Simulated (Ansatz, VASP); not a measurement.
**Cross-check of InAs between VASP and Ansatz**

One calculation is typed for both programs; each brings its own data sets and cutoff. How far apart do they land? The cell comes out of the VASP series on this material, whose earlier steps may have relaxed, scaled or displaced it; both programs get it as it stands.

Method: plane waves, with VASP 6.6.1 beside it; relaxation of cell and atoms at r2SCAN with rVV10, in Ansatz 0.2.0.

### Step 1. Starting point

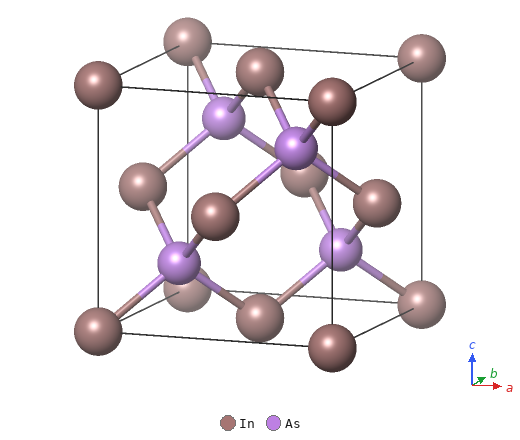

Start, viewed slightly off an axis; indium brown, arsenic purple. This picture shows the conventional cell, with its axes. Bonds to atoms that aren't drawn are left out. Some periodic images of atoms are drawn too.

As a file:

```cif
data_structure
_symmetry_space_group_name_H-M 'F-43m'
_symmetry_Int_Tables_number 216
_cell_length_a 6.0871
_cell_length_b 6.0871
_cell_length_c 6.0871
_cell_angle_alpha 90.000
_cell_angle_beta 90.000
_cell_angle_gamma 90.000
_cell_volume 225.55
loop_
_atom_site_label
_atom_site_type_symbol
_atom_site_symmetry_multiplicity
_atom_site_Wyckoff_symbol
_atom_site_fract_x
_atom_site_fract_y
_atom_site_fract_z
_atom_site_occupancy
In1 In 4 a 0.00000 0.00000 0.00000 1
As1 As 4 c 0.25000 0.25000 0.25000 1
```

### Step 2. Ansatz: relaxation of cell and atoms, r2SCAN with rVV10

Ansatz runs on its default PAW (the set named soft_2) files.

The relaxed volume is the usual yardstick between codes: its relative difference is about their pressure difference at one cell divided by the bulk modulus.

File input.yaml:

```yaml
crystal:
  lattice:
    - [0.0, 3.043566768, 3.043566768]
    - [3.043566768, 0.0, 3.043566768]
    - [3.043566768, 3.043566768, 0.0]
  atoms:
    - { symbol: In, position: [0.0, 0.0, 0.0] }
    - { symbol: As, position: [0.75, 0.75, 0.75] }
hamiltonian:
  xc: r2scan
  pseudopotentials: { kind: paw }
  dispersion: rvv10
kpoints:
  mp_grid: { grid: [10, 10, 10] }
scf:
  occupations: { method: gaussian, width: 0.05 }
relax:
  f_tol: 0.01
  max_steps: 60
  cell: { stress_tol: 0.05 }
output:
  forces: true
  stress: true
```

Command:

```sh
$ ansatz run input.yaml --threads 4 --pin off --max-ram 9216MiB --backend cpu --events-out ev --progress --plain --runs-dir out
```

Numbers of over 12 decimals in the logs are rounded to 6 here.

Output:

```text
Engine: ansatz 0.2.0, aarch64-unknown-linux-gnu
Pseudopotentials: kind: paw
Pseudopotential: In, paw, valence charge 13, recommended cutoff 500 eV (meta_gga), In.paw.azcp
Pseudopotential: As, paw, valence charge 15, recommended cutoff 500 eV (meta_gga), As.paw.azcp
Functional definition: r2SCAN+rVV10
  parameter k0 = 0.174
  parameter k1 = 0.065
  parameter a1 = 4.9479
  exchange = r2scan_x(k0 = k0, k1 = k1, a1 = a1)
  correlation = r2scan_c + rvv10(11.95, 0.0093)
Crystal: 2 atoms, lattice volume = 56.387 Å³
Basis set: ecut = 500 eV, 1459 PW (Γ), exchange–correlation on 144×144×144 points (64 copies of the dense FFT grid, shifted against one another)
Bands: 18, of which v1, the nominal top of the filled ones, is band 14 counted from 1 (13 counted from 0)
Symmetry: 24 space group operations
Space group: F-43m (ITA 216), of the structure as read, at distance tolerance 3.8e-5 Å
k-points: 47 of 1000 (time reversal used)
Non-local potential: In, projectors of the file, l = 0: 2, l = 1: 2, l = 2: 2, l = 3: 2
Non-local potential: As, projectors of the file, l = 0: 2, l = 1: 2, l = 2: 3, l = 3: 1
PAW form: soft (Blöchl's): semilocal exchange-correlation on the pseudo side does not see the compensation charge
rVV10 density: all electrons in the spheres
PAW frozen core: In, regenerated for the run's functional (the file was generated under x = pbe(κ = 0.804, μ = 0.219515), c = pbe(β = 0.066725))
PAW frozen core: As, regenerated for the run's functional (the file was generated under x = pbe(κ = 0.804, μ = 0.219515), c = pbe(β = 0.066725))
PAW one-centre angular grid: In, 590 points (default); XC on 289 of its mesh's 2783 points in the sphere
PAW one-centre angular grid: As, 590 points (default); XC on 160 Gauss nodes
Initial density: superposition of atomic densities (neutral atoms: chi_scale 0, normalization atom), corrected by the library's trained network
Initial wavefunctions: pseudopotential atomic-orbital guess
Functional: x = r2scan, c = r2scan + rvv10(b = 11.95, C = 0.0093); τ floored in thin density (d = 2e-4 eV/Å³)
SCF iter   1: F=—  HF=-10473.989591 eV  |F-HF|=—  |Δ(HF+E_count)|=         —  Δρ=5.78e-3  dr2=1.14e-2  dr2_τ=7.59e-3  ethr=1.77e-3  ⟨swp⟩=6.0  Hψ=4271  notcnv=0
preconditioner: auto → none  [insulator: Δε(μ)=0.067 eV  Ē_g=15.393 eV  σ=0.050 eV  W_gap=0.62  n_scr=14 (ndim 8)  ℏωp=21.0 eV  f_vac=0.108  D(μ)=0.05/eV (n_scr^D=0)  ε∞_Penn≈2.9]
SCF iter   2: F=—  HF=-10473.996195 eV  |F-HF|=—  |Δ(HF+E_count)|=   6.60e-3  Δρ=1.74e-3  dr2=1.52e-3  dr2_τ=5.94e-5  ethr=4.08e-5  ⟨swp⟩=2.0  Hψ=2068  notcnv=0
SCF iter   3: F=—  HF=-10473.996383 eV  |F-HF|=—  |Δ(HF+E_count)|=   1.88e-4  Δρ=7.27e-4  dr2=1.76e-4  dr2_τ=3.86e-6  ethr=5.42e-6  ⟨swp⟩=2.0  Hψ=1135  notcnv=0
SCF iter   4: F=—  HF=-10473.996425 eV  |F-HF|=—  |Δ(HF+E_count)|=   4.22e-5  Δρ=7.62e-5  dr2=2.10e-6  dr2_τ=7.38e-8  ethr=6.27e-7  ⟨swp⟩=2.0  Hψ=1227  notcnv=0
SCF iter   5: F=—  HF=-10473.996427 eV  |F-HF|=—  |Δ(HF+E_count)|=   1.68e-6  Δρ=3.01e-5  dr2=4.52e-7  dr2_τ=1.21e-8  ethr=7.49e-9  ⟨swp⟩=2.0  Hψ=1505  notcnv=0
SCF iter   6: F=-10473.996427 eV  HF=-10473.996427 eV  |F-HF|=9.24e-9  |Δ(HF+E_count)|=   1.83e-8  Δρ=5.77e-6  dr2=1.13e-8  dr2_τ=3.63e-10  ethr=3.57e-10  ⟨swp⟩=5.0  Hψ=3081  notcnv=0
SCF 1 converged in 6 iterations: F = -10473.996427 eV  dr2 = 1.13e-8
  greatest PAW one-centre occupation: 0.999 electrons in one spin orbital (limit 2), on the As atom at site 1 (counted from 0), in its partial waves of l = 2
relax step   1: F+E_penalty+E_count = -10473.99642693 eV  Δ(F+E_penalty+E_count) = +0.000e0 eV  max|allowed force component| = 1.266e-16 eV/Å  Δτ_max = 0.0000 Å  P = -0.142 GPa  Ω = 56.387 Å³  (6 SCF iters, dr2 threshold 1.00e-7 eV, accepted)
[...]
relax step   2: F+E_penalty+E_count = -10473.99649221 eV  Δ(F+E_penalty+E_count) = -6.528e-5 eV  max|allowed force component| = 1.568e-17 eV/Å  Δτ_max = 0.0000 Å  P = +0.067 GPa  Ω = 56.190 Å³  energy of the carried Pulay correction = +1.814e-5 eV  (4 SCF iters, dr2 threshold 5.07e-8 eV, accepted)
[...]
relax step   3: F+E_penalty+E_count = -10473.99649936 eV  Δ(F+E_penalty+E_count) = -7.144e-6 eV  max|allowed force component| = 2.494e-17 eV/Å  Δτ_max = 0.0000 Å  P = -0.000 GPa  Ω = 56.253 Å³  energy of the carried Pulay correction = +1.236e-5 eV  (4 SCF iters, dr2 threshold 1.11e-8 eV, accepted)
[...]
relax step   4: F+E_penalty+E_count = -10473.99648600 eV  Δ(F+E_penalty+E_count) = +1.335e-5 eV  max|allowed force component| = 2.602e-17 eV/Å  Δτ_max = 0.0000 Å  P = -0.001 GPa  Ω = 56.253 Å³  stress off target by 7.05e-4 GPa  SCF on the basis re-selected at this cell (its energy is not comparable with the rows above)  (4 SCF iters)
basis re-selected at this cell: Δ(F+E_penalty+E_count) = +1.335e-5 eV, ΔP = -0.000 GPa vs the last step (what re-selecting the basis moved, of the pressure what is left beyond the Pulay correction that the steps carried, after the strain that the cell walked since its last selection, with what the two solves' SCF thresholds leave and, on support functions, any second-order correction that the steps lacked; it is no m [...]
SCF converged after 4 iterations
Free energy (F): -10473.996486 eV
Harris-Foulkes:  -10473.996486 eV  (|F-HF|=7.28e-12)
Internal energy: -10473.996468 eV  (E = F + TS)
E sigma→0 (E₀):  -10473.996477 eV
Entropy (-TS):   -0.000018 eV (-0.009 meV/atom)
Fermi energy:    7.437921 eV
--- Per-component energies (eV) ---
  E_band       = -336.379669
  E_kinetic    = 346.152252
  E_local      = -3300.657354  (includes V_loc(G=0)·N_el)
  E_nonlocal   = -302.088263
  E_hartree    = 1596.337784
  E_xc         = -271.617020
  E_vxc        = -189.931800  (∫ρ·V_xc dr)
  E_paw        = -6033.074334  (= ΣΔE_a)
  E_vpaw       = -94.282245  (= ΣTr[D̂ρ^β])
  E_aug_tail   = 0.000003  (compensation charges beyond the density's cutoff)
  E_vtau       = 11.752144  (kinetic-family band-sum trace: ∫τ·v_τ [+ j·A + Jᵃ·Aᵃ] dr)
  E_ewald      = -2508.557676
  E_core_change = -0.491862  (= ΣΔE_core)
  E_smearing   = -0.000018  (= −TS)
  E_closure    = 0.000000  (closes the sum)
  Σ components = -10473.996486   (vs F -10473.996486, Δ=0.00e0)
--- Forces (eV/Å), atoms counted from 1 ---
  atom   1  In    -0.00000000     0.00000000     0.00000000
  atom   2  As     0.00000000     0.00000000     0.00000000
  max |Σ_I F_I| component: 4.05e-17 eV/Å
--- Stress (GPa, compression-positive) ---
       -0.000705      -0.000000      -0.000000
       -0.000000      -0.000705       0.000000
       -0.000000       0.000000      -0.000705
  P = ⅓ Tr σ = -0.0007 GPa (-0.007 kbar)
--- Relaxed structure (3 steps of the walk, 3 accepted, 1 SCFs on fresh bases) ---
  F+E_penalty+E_count = -10473.99648600 eV   max|allowed force component| = 2.602e-17 eV/Å   (the final SCF, on the basis selected at the relaxed cell)
  cell:  # Å, volume = 56.2527 Å³
    - [0, 3.041149, 3.041149]
    - [3.041149, 0, 3.041149]
    - [3.041149, 3.041149, 0]
  atoms:
    - { symbol: In, position: [0, 0, 0] }
    - { symbol: As, position: [0.75, 0.75, 0.75] }
```

It took 15 s on 4 threads of Arm Neoverse V1, shared host; peak memory 0.63 GiB.

(Part 1 of 2 ends here.)

[Lines on the potential files, build, host, timing and source positions are cut from VASP's logs without a mark.]

[Logs are printed without paths, hosts, clocks, repeated set-up lines and the standing remarks that a program may print on its own settings, such as how far it seeks lower states.]

[Hosts, paths, dates, database ids (printed as entryN), source tags and the programs' standing remarks are cut or masked in the printed files.]
